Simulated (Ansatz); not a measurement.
A computed series for Os: pressure series

Base system: Os in the hcp (Mg type) structure (space group P6_3/mmc, No. 194).

```
CELL_PARAMETERS angstrom
      2.72941     0.00000     0.00000
     -1.36471     2.36374     0.00000
      0.00000     0.00000     4.30640
ATOMIC_POSITIONS crystal
  Os 0.66667 0.33333 0.75000
  Os 0.33333 0.66667 0.25000
```

Cell and atoms are relaxed at each pressure.

The values are results of plane-wave PAW DFT at the PBEsol level (Ansatz, a first-principles code, 420 eV), spin-orbit coupling left out, not measurements.

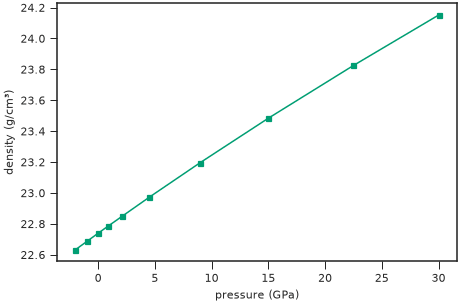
Figure: Density against pressure

| pressure (GPa) | density |
|---|---|
| -2 | 22.63 g/cm³ |
| -1 | 22.69 g/cm³ |
| 0.9 | 22.79 g/cm³ |
| 2.1 | 22.85 g/cm³ |
| 4.5 | 22.97 g/cm³ |
| 9 | 23.20 g/cm³ |
| 15 | 23.48 g/cm³ |
| 22.5 | 23.82 g/cm³ |
| 30 | 24.15 g/cm³ |

Load acts through the strain it causes; cell and atoms are relaxed under it. Stability against distortions was not tested. No other phases were tried under pressure. The final runs are not spin-polarised.
